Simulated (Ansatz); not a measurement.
## Run report: AlCl₃, single-point calculation

The run: single-point calculation of AlCl₃. Method and program: RKS B2GP-PLYP/6-31G* (Ansatz 0.2.0).

Some settings of this run were made unusual or wrong on purpose. The geometry comes from this level: B3LYP-D4/def2-TZVP.

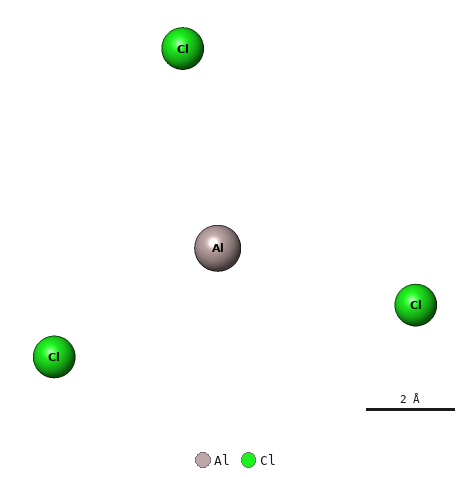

**Figure 1.** The input geometry (ball-and-stick view, seen on its broad side).

The input
```yaml
crystal:
  periodic: [false, false, false]
  atoms:
    - {symbol: Al, position_ang: [-0.186349, -0.049455, -0.061179]}
    - {symbol: Cl, position_ang: [-4.407214, -1.475246, 1.513756]}
    - {symbol: Cl, position_ang: [3.137640, 0.164396, 3.144187]}
    - {symbol: Cl, position_ang: [1.073912, 1.473803, -4.092690]}
basis:
  gaussian: {orbitals: "6-31G*", point_charges: [{charge: 2.00, position_ang: [3.956, -0.070, -0.187]}]}
hamiltonian: {xc: {name: B2GP-PLYP}}
scf: {lower_state_search: light}
```

Machine: 2 threads of Arm Neoverse V2, 23 GiB of memory available, shared host.

Launched with:
```bash
ansatz run in.yaml --threads 2 --pin off --events-out ev --progress --plain --max-ram 4352MiB
```

The program's output
```
Functional definition: B2GP-PLYP
  name "B2GP-PLYP"
  cite "Karton, Tarnopolsky, Lamère, Schatz & Martin, J. Phys. Chem. A 112, 12868 (2008) doi:10.1021/jp801805p"
  cite "Becke, Phys. Rev. A 38, 3098 (1988) doi:10.1103/PhysRevA.38.3098"
  cite "Lee, Yang & Parr, Phys. Rev. B 37, 785 (1988) doi:10.1103/PhysRevB.37.785"
  parameter a = 0.65
  parameter c = 0.36
  exchange = (1 - a)*b88_x + a*exact_x
  correlation = (1 - c)*lyp_c + c*(mp2_os + mp2_ss)
660 factors; integrals over basis functions are off by at most 5.1e-4 eV
mean field evaluation 1: about -44121.8536 eV, gradient 3.5e1 eV
mean field evaluation 2: about -44121.8596 eV, gradient 3.5e1 eV
mean field evaluation 4: about -44106.0566 eV, gradient 5.8e1 eV
mean field evaluation 8: about -44130.1307 eV, gradient 3.3e0 eV
mean field evaluation 16: about -44130.2398 eV, gradient 5.8e-2 eV
mean field evaluation 32: about -44130.2523 eV, gradient 2.3e-6 eV
mean field evaluation 64: about -44130.2472 eV, gradient 7.3e-2 eV
mean field evaluation 96: about -44130.2179 eV, gradient 1.8e0 eV
mean field evaluation 128: about -44067.2998 eV, gradient 5.8e1 eV
mean field -44130.25233607 eV, -1621.7568607911 hartree, gradient 2.4e-6 eV, S^2 0.000000; 6 other end points of the search recorded, 0 dependent functions left out; unrestricted orbitals would lower it
20 core orbitals not correlated: weight in the atoms' cores, before any rotation towards them, 1.000 or more for the frozen orbitals, at most 0.000 for the correlated occupied ones
reference -44130.25250608 eV, -1621.7568670391 hartree; 12, 12 occupied and 44, 44 virtual orbitals, 660 factors
second order -27.89605864 eV of doubles, -0.00000000 eV of singles
Total energy: -44140.29508719 eV, -1622.1259250878 hartree
```

Outcome

- outcome: converged
- total energy: −44140.2951 eV
- mean-field energy: −44130.2525 eV
- SCF solution under orbital rotations: stable within restricted orbitals
- wall time: 9 s (CPU time 17 s)
- peak memory: 0.17 GiB

Diagnosis

The input was spoiled on purpose: apart. The run converged all the same; its numbers are those of the faulty input and shouldn't be used.
